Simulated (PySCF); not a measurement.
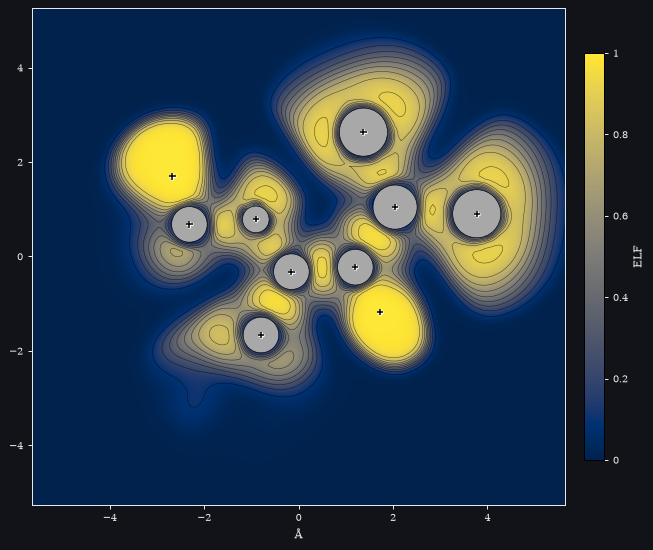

The electron localisation function on a plane through atoms (crosses mark nuclei in the plane; grey discs cover the cores).

Level of theory: PySCF, PBE0/pcSseg-1, SCF density, gas phase, non-relativistic.

Candidates:
A. C₄H₅F₃S
B. C₆H₉BCl₂O (SMILES C=C(C)/C(=C/B(Cl)Cl)OC)
C. C₄H₁₁FOSi₂

Which system is this?

Answer. Candidate B: C₆H₉BCl₂O on the plane of atoms C4, C5 and H16, which holds C, B, Cl, O and H. C–O (1.34 Å): the ELF peaks at about 0.90 between the atoms; a shared but strongly polarised pair. C–B (1.53 Å): the ELF peaks at about 0.95 between the atoms; localised, covalent bonding.
